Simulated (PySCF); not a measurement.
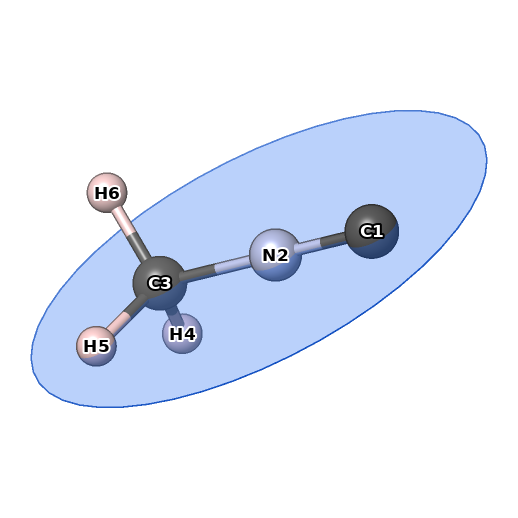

A disc through the centre of mass is drawn in. Distant atoms are faded towards the background colour. The geometry was computed by an optimisation with PBE0-D3(BJ)/def2-SVP. No frequency run is at hand to confirm it as a minimum.

### Is the plane of the disc a mirror plane of the structure?

Yes. The reflection leaves C1, N2, C3, H5 in place and moves H4 ↔ H6. The point group is C3v.
